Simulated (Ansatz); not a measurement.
The calculation's input:

```
crystal:
  periodic: [false, false, false]
  atoms:
    - { symbol: B, position_ang: [-0.723, -1.1363, -0.667] }
    - { symbol: C, position_ang: [-0.0352, 0.0889, 0.079] }
    - { symbol: C, position_ang: [1.2568, 0.3128, -0.0778] }
    - { symbol: Si, position_ang: [2.5348, -0.6594, -1.126] }
    - { symbol: "N", position_ang: [-0.7742, 0.9605, 0.9346] }
    - { symbol: C, position_ang: [-2.2102, 0.8605, 1.1981] }
    - { symbol: H, position_ang: [-0.1673, -1.8244, -1.3957] }
    - { symbol: H, position_ang: [-1.8915, -1.2541, -0.5493] }
    - { symbol: H, position_ang: [1.7532, 1.1477, 0.5163] }
    - { symbol: H, position_ang: [2.0281, -0.6033, -2.502] }
    - { symbol: H, position_ang: [3.8044, -0.1084, -0.9823] }
    - { symbol: H, position_ang: [2.4902, -2.0624, -0.6569] }
    - { symbol: H, position_ang: [-0.3253, 1.7694, 1.4299] }
    - { symbol: H, position_ang: [-2.7958, 0.9761, 0.2658] }
    - { symbol: H, position_ang: [-2.4343, -0.1606, 1.654] }
    - { symbol: H, position_ang: [-2.5337, 1.6703, 1.9236] }
basis:
  gaussian: { orbitals: "6-31G*" }
hamiltonian:
  xc: pbe
relax:
  f_tol: 0.015
  max_steps: 40
output:
  orbitals: {}
```

Command:

```sh
ansatz run input.yaml --threads 2 --pin off --max-ram 3072MiB --backend cpu --events-out ev --progress --plain --runs-dir out
```

The fields are those of the run's last geometry, not of the input's.

Level of theory: Ansatz, RKS PBE/6-31G*.

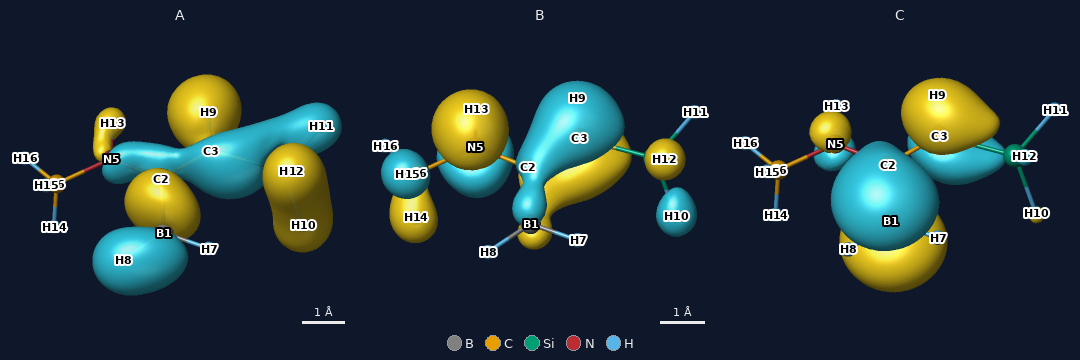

C3H10BNSi. Three frontier orbitals at ±0.1 Å⁻³ᐟ² (yellow and cyan are the two phases), in no order.

Question: Order the three orbitals by energy and name them.

Answer: A is the HOMO−1 (−7.40 eV). Its weight (Hirshfeld) is mainly on C3 (about 20 %), Si4 (about 15 %), B1 (about 15 %), C2 (about 15 %), H9 (about 10 %) and H8 (about 10 %). B is the HOMO (−4.74 eV). It lies mainly on N5 (about 35 %), C3 (about 25 %) and C2 (about 10 %). C is the LUMO (−2.83 eV). Its weight (Hirshfeld) is mainly on B1 (about 45 %), C3 (about 20 %) and C2 (about 10 %).

Question: What is the HOMO–LUMO gap?

Answer: 1.91 eV between the orbital energies.
